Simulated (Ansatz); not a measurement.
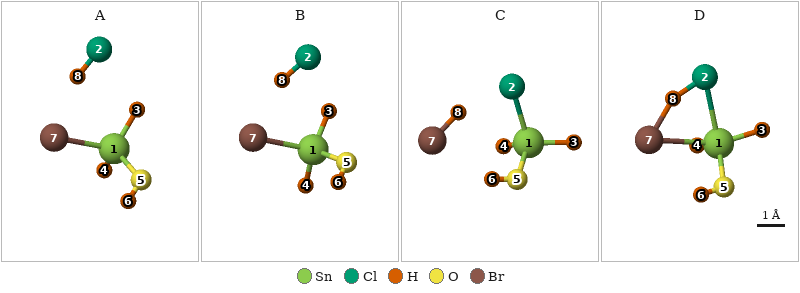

4 geometries from a converged minimum-energy path of SnH4OBrCl, made up at the start of SnH3OCl and HBr, shuffled. Style: ball-and-stick. Shown at a tilt.

Theory: RKS PBE0-D4/def2-SVP (Ansatz). Settings: 5 movable images; climbing image; force threshold 0.05 eV/Å; iteration limit 60; starting path through a guess of the saddle point.

Which frame is the transition state?

D. In order along the path, whose images run from 0 to 6: C (image 0, 0.00 eV), D (image 3, +0.71 eV), A (image 5, +0.03 eV), B (image 6, +0.02 eV). Breaking: Br7–H8 (1.44 → 1.79 at the top → 2.53 Å), Sn1–Cl2 (2.39 → 2.68 at the top → 3.92 Å). Forming: Cl2–H8 (2.32 → 1.48 at the top → 1.30 Å), Sn1–Br7 (3.98 → 2.88 at the top → 2.52 Å).

Limits of the set-up: the start holds two separate molecules, 2.3 Å apart at their closest, whose relative position is a soft coordinate.
